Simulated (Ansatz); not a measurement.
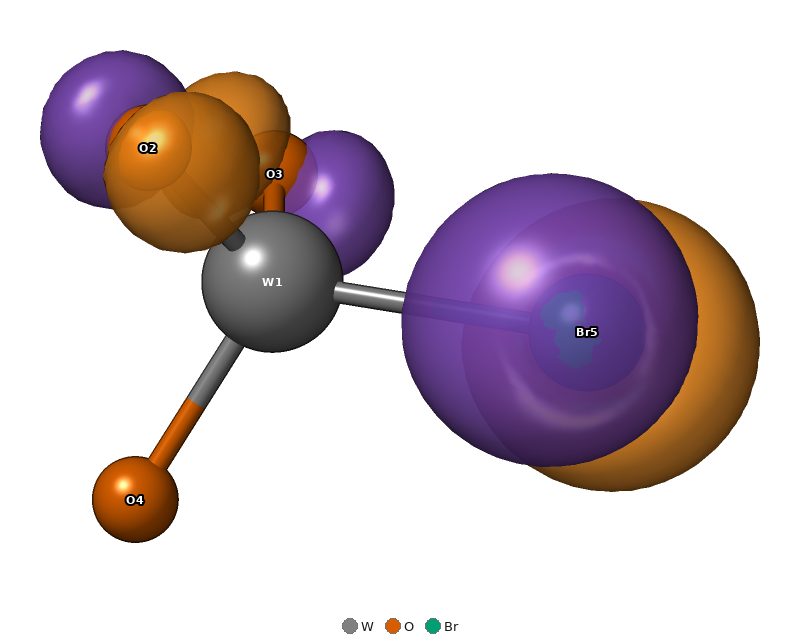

BrO₃W (doublet). One frontier orbital at ±0.15 Å⁻³ᐟ² (orange and purple are the two phases), seen at a tilt.

Geometry: B3LYP-D4/def2-SVPD; core potentials replace the inner electrons of W.

These are results of Ansatz, UKS PBE0-D4/def2-TZVPD, not measurements.

```xyz
5

W     0.0559    0.0595    0.0448
O     0.0750    0.0910    1.7651
O     1.6785    0.1317   -0.5346
O    -0.7352    1.6652   -0.5106
Br   -1.0741   -1.9473   -0.7648
```

Which orbital is it: HOMO (β) or LUMO (β)?

The HOMO (β), at −9.51 eV. It lies mainly on Br5 (about 70 %), O2 (about 10 %) and O3 (about 10 %); largely a lone pair of Br5.
